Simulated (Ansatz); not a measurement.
Take BN in the zinc blende structure (space group F-43m, No. 216; a = 3.605 Å) as the base.

Structures relaxed with PBEsol/PAW in Ansatz (a program for electronic structure), no SOC, earlier PAW set.

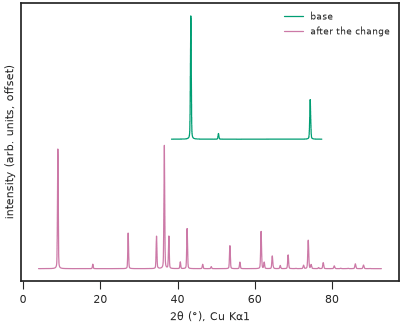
*Simulated powder patterns before (top) and after one change*

Task: Name the change that was made.
A) x(As) = 0.333, 6 atoms, I-4m2
B) x(As) = 0.75, 8 atoms, R3m
C) x(As) = 0.5, 8 atoms, R3m
D) x(As) = 0.5, 8 atoms, Pmn2_1

Result: C, x(As) = 0.5, 8 atoms, R3m. Its volume per atom is 9.61 Å³ against 5.86 Å³, and its space group is R3m (No. 160).

These are small ordered cells, not random alloys; other orderings at the same x differ. Stability against distortions was not tested. All final runs are without spin polarisation.
